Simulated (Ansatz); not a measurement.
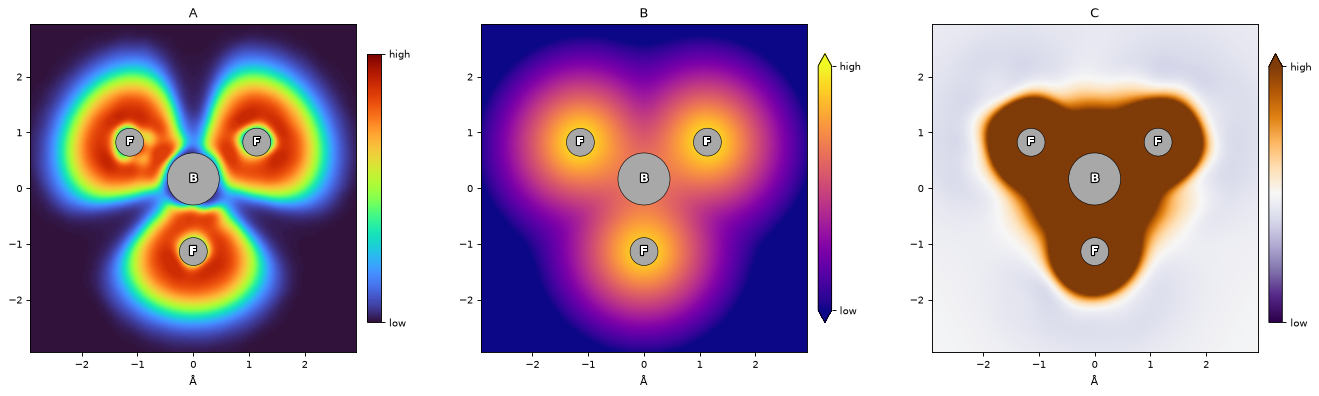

BF3H2Se: 3 fields on the plane of atoms F1, B2 and F4, with unlabelled colour scales. Grey discs cover the atomic cores.

Geometry: PBE0-D4/def2-TZVP; at this geometry the atoms fall into two loosely joined parts.

All numbers below come from RKS PBE0-D4/def2-TZVPP in Ansatz.

Q: Match the panels to the quantities (electron density, electron localisation function and electrostatic potential).

A: Panel A: electron localisation function. Panel B: electron density. Panel C: electrostatic potential (strongly positive close to the atoms, with negative regions outside electron-rich atoms). From the grid: B–F (1.32 Å): ρ at the midpoint is about 2.3 e/Å³; the ELF peaks at about 0.85 between the atoms (a shared but strongly polarised pair).
